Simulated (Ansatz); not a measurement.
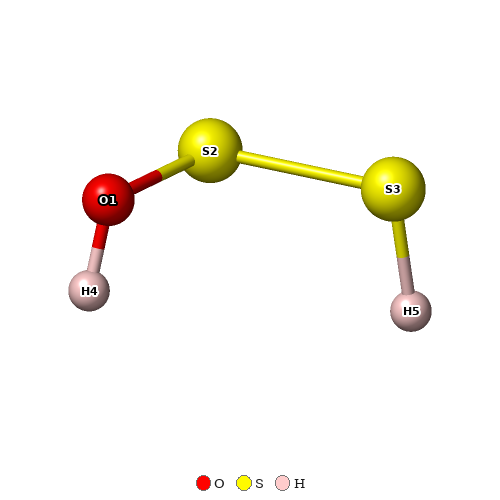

The system is H2OS2, SMILES OSS; the picture shows the reference structure. First axis: bond length O1–S2. Second axis: bond length O1–H4. Nothing is relaxed (all other coordinates rigid). Grid: 15 × 15 points. Energies: kJ/mol, counted from the lowest grid point. Computed with RHF/def2-TZVP in Ansatz 0.2.0.

Its coordinates:

```xyz
5

O    -1.2628   -0.7623    0.0335
S    -0.5650    0.4568   -0.7758
S     0.7447    1.2855    0.5315
H    -0.7488   -1.5507   -0.0404
H     1.8319    0.5707    0.2513
```

Range: bond length O1–S2 from 1.427 to 2.026 Å; bond length O1–H4 from 0.812 to 1.322 Å.

Question: Predict the map.

Answer: The lowest grid point is at bond length O1–S2 = 1.641 Å, bond length O1–H4 = 0.957 Å. It is the only kind of minimum in the scanned range. The highest grid point, bond length O1–S2 = 2.026 Å, bond length O1–H4 = 1.322 Å, lies 327 kJ/mol above the lowest. Round the minimum the two coordinates are nearly uncoupled.

```
bond length O1–H4 ↓, bond length O1–S2 →  1.427  1.469  1.512  1.555  1.598  1.641  1.684  1.726  1.769  1.812  1.855  1.898  1.941  1.984  2.026
                                   1.322    263    230    208    195    190    192    198    207    220    235    251    269    288    307    327
                                   1.285    240    206    184    171    165    166    172    182    194    209    226    243    262    281    301
                                   1.249    218    183    160    147    141    142    148    157    169    184    201    218    237    257    276
                                   1.212    195    160    136    123    117    117    123    132    144    159    176    193    212    231    251
                                   1.176    174    138    114    100     94     94     99    109    121    135    152    170    188    208    227
                                   1.140    153    117     92     78     72     72     77     86     98    113    129    147    166    185    204
                                   1.103    133     97     72     57     51     51     56     65     77     92    108    126    145    164    183
                                   1.067    116     79     54     39     33     33     38     47     59     73     90    108    126    146    165
                                   1.030    101     64     39     24     17     17     22     31     43     58     74     92    111    130    149
                                   0.994     91     54     28     13      6      6     11     20     32     47     63     81    100    119    138
                                   0.957     86     48     22      7      0      0      5     14     26     41     57     75     94    113    133
                                   0.921     88     50     24      8      1      1      6     15     27     42     58     76     95    115    134
                                   0.885     98     60     34     18     11     11     16     25     37     52     68     86    105    125    144
                                   0.848    119     81     55     40     33     32     37     46     59     73     90    108    127    147    166
                                   0.812    155    116     90     75     68     67     73     81     94    109    125    144    163    182    202
```

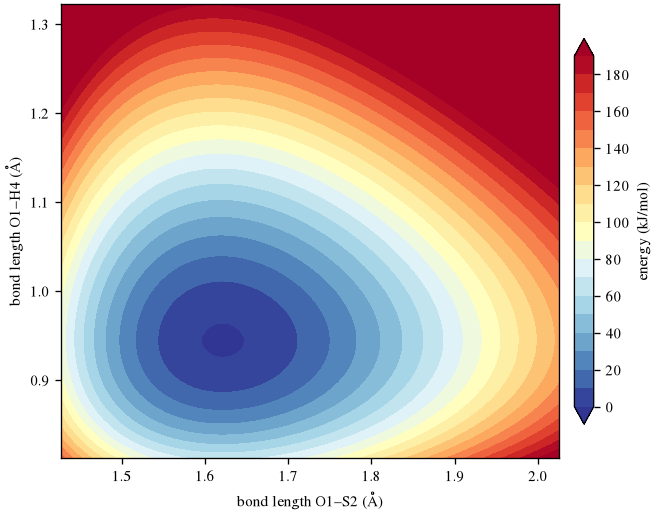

The picture shows filled contours, one colour for all values above the top of the scale. Between grid points the surface is interpolated.

Time for the 225 points that were run: 6.2 min on 1 thread of Arm Neoverse V1 (shared host).
